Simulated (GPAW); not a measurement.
Band structure of CaMg6Si (Amm2, 8 atoms in the cell).

```
CaMg6Si
1.0
    5.03356     0.00000     0.00000
    0.00000     3.06934     5.99068
    0.00000    -3.06934     5.99068
Ca Mg Si
1 6 1
Direct
  0.50000   0.17945   0.17945
  0.50000   0.67779   0.17823
  0.50000   0.17823   0.67779
  0.00000   0.82264   0.33484
  0.00000   0.33484   0.82264
  0.00000   0.34315   0.34315
  0.00000   0.81755   0.81755
  0.50000   0.64633   0.64633
```

Method: PBEsol, GPAW PAW datasets PBEsol (made by gpaw-setup) (plane waves; GPAW).

Settings: mode = pw; ecut = 850 eV; xc = PBEsol; kpts = 4 3 3; mesh shift (steps) = 0 0 0; occupations.name = methfessel-paxton; occupations.width = 0.1 eV; occupations.order = 0; nbands = -16; convergence.density = 1e-05 e/electron; convergence.energy = 1e-05 eV/electron; symmetry.symmorphic = false; symmetry.tolerance = 0.0005; maxiter = 150.

The starting cell comes from a database of computed structures (which also holds hypothetical and non-ambient phases and stackings), without a prior relaxation at this level.

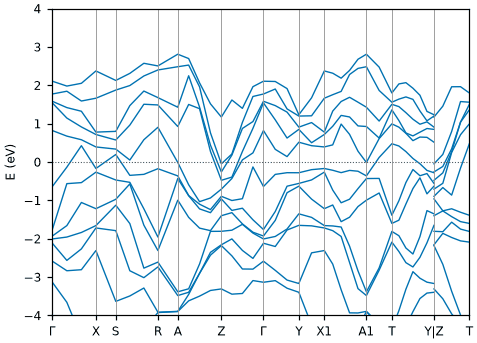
Bands along the path, energies from the Fermi level.

Levels in eV from the Fermi level, bands 34 to 41:
```
point     34     35     36     37     38     39     40     41
-----  -----  -----  -----  -----  -----  -----  -----  -----
Γ      -2.01  -1.93  -1.76  -0.64   0.82   1.54   1.58   1.77
X      -1.66  -1.22  -0.26  -0.17   0.39   0.72   0.78   1.66
S      -1.13  -0.97  -0.47   0.20   0.34   0.57   0.80   1.88
R      -2.61  -2.31  -1.96  -0.17   0.91   1.49   1.68   2.40
A      -3.38  -0.99  -0.43  -0.36  -0.01   0.93   1.43   2.48
Z      -1.81  -1.40  -0.96  -0.89  -0.71  -0.48  -0.26  -0.05
Y      -1.35  -0.63  -0.56  -0.28   0.52   0.85   0.91   1.20
X1     -1.66  -1.22  -0.26  -0.17   0.39   0.72   0.78   1.66
A1     -3.38  -0.99  -0.43  -0.36  -0.01   0.93   1.43   2.48
T      -1.81  -1.60  -1.39   0.48   0.99   1.36   1.50   1.56
```

Bands cross the Fermi level along this path, so the cell is metallic at this level.
